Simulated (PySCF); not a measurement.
# C₂H₉NO₂Si₂ (SMILES COC(=O)[SiH2][SiH2]N): what the fields show

```yaml
atoms:
  - { symbol: C, position_ang: [3.2312, -0.8553, 0.0270] }
  - { symbol: O, position_ang: [2.0935, -0.1136, 0.4457] }
  - { symbol: C, position_ang: [1.2486, 0.2637, -0.5237] }
  - { symbol: O, position_ang: [1.4238, 0.0078, -1.6873] }
  - { symbol: Si, position_ang: [-0.3159, 1.1726, 0.1448] }
  - { symbol: Si, position_ang: [-2.0602, -0.3949, 0.1420] }
  - { symbol: N, position_ang: [-3.5461, 0.4446, 0.4594] }
  - { symbol: H, position_ang: [3.7901, -1.1019, 0.9370] }
  - { symbol: H, position_ang: [3.8570, -0.2597, -0.6540] }
  - { symbol: H, position_ang: [2.9277, -1.7737, -0.4969] }
  - { symbol: H, position_ang: [-0.6005, 2.2835, -0.8128] }
  - { symbol: H, position_ang: [-0.0697, 1.7368, 1.5051] }
  - { symbol: H, position_ang: [-1.9725, -1.1560, -1.1515] }
  - { symbol: H, position_ang: [-1.8522, -1.3823, 1.2455] }
  - { symbol: H, position_ang: [-4.3660, -0.0911, 0.7247] }
  - { symbol: H, position_ang: [-3.8106, 1.2190, -0.1399] }
```

Geometry: PBE0-D3(BJ)/def2-SVP.

The calculation used B3LYP/def2-SVPD, SCF density, gas phase in PySCF.

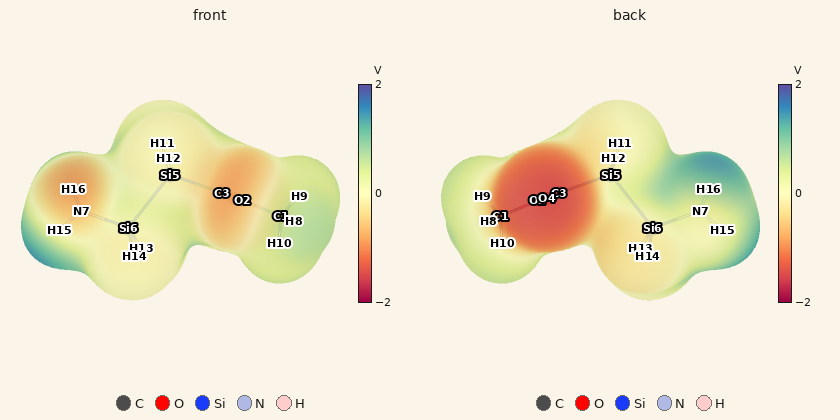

Figure 1. The molecular electrostatic potential painted on the density surface at 0.001 e/bohr³, seen from the front and from behind; the colour scale runs from red (negative) to blue (positive).

Question: Which sites attract a positive test charge, and which a negative one?

Answer: A positive charge is drawn to the negative regions and a negative charge to the positive ones. The most negative region (about −1.5 V) lies over O4, the most positive (about +1.4 V) over H15 and H16. O4 is the likeliest acceptor of a hydrogen bond.

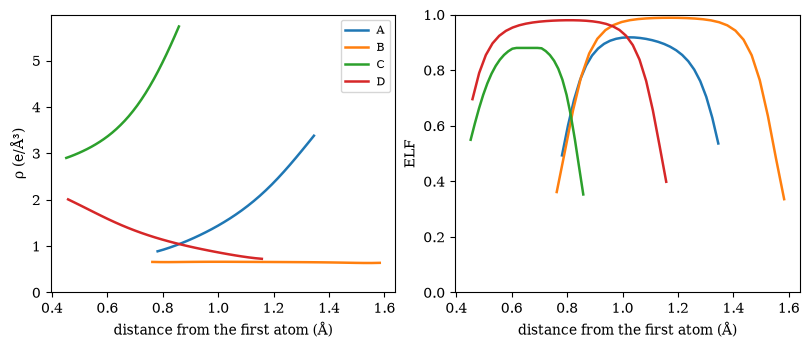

Figure 2. Electron density and electron localisation function along straight lines between neighbouring atoms. The curves leave out the atomic cores.

Question: Which curve belongs to which contact (C–O, C–Si, Si–N and Si–Si)? The first atom named is at distance zero.

Answer: Curve A: Si–N (1.74 Å): the density is about 1.1 e/Å³ at the midpoint; the ELF peaks at about 0.90 between the atoms: a polar covalent bond. Curve B: Si–Si (2.35 Å): ρ is about 0.66 e/Å³ halfway; the ELF peaks at about 1 between the atoms; a covalent bond. Curve C: C–O (1.20 Å): ρ is about 3.4 e/Å³ halfway; the ELF peaks at about 0.90 between the atoms: a multiple bond. Curve D: C–Si (1.93 Å): ρ is about 0.91 e/Å³ halfway; the ELF peaks at about 1 between the atoms: a covalent bond.
